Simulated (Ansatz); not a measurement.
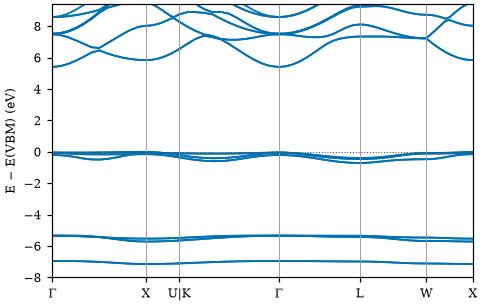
*Band structure from DFT-r²SCAN with spin–orbit coupling in the program Ansatz with PAW potentials*

Q: Read off the gap and where the band edges lie.

A: About 5.4 eV (5.41 eV by a search for the band edges); maximum at X, minimum at Γ.

The material is CsCl (rock salt, Fm-3m).

The first step of the workflow began from a Materials Project structure, measured or hypothetical; the Crystallography Open Database files this formula in space group No. 225, but the cells were not matched. It is not the phase usual at ambient conditions (space group No. 221). The r²SCAN relaxation kept the symmetry of its start; its stability against distortions is not shown here.

Potentials: the earlier of the program's two PAW sets.
